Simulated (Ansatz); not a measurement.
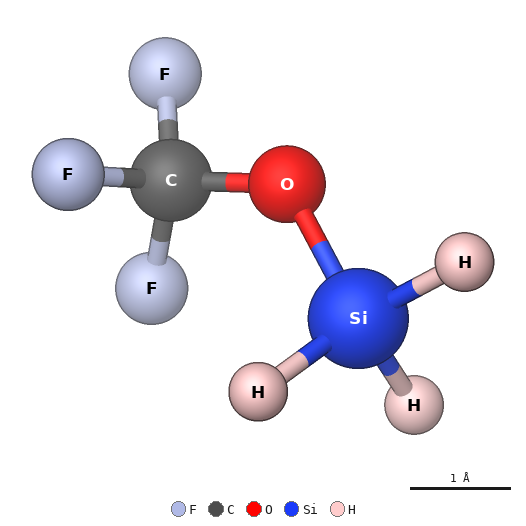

Depth is shown by fading: the farther an atom, the more it takes the colour of the background. Computed geometry: PBE0-D4/def2-TZVP optimisation. Masses are those of the most abundant isotopes; constants are for the rigid equilibrium geometry.

Q: What kind of rotor is it, and what are its rotational constants in cm⁻¹?

A: An asymmetric top (C1): A = 0.179, B = 0.0632, C = 0.0631 cm⁻¹. Ray's parameter κ is −1.00, close to the prolate limit.
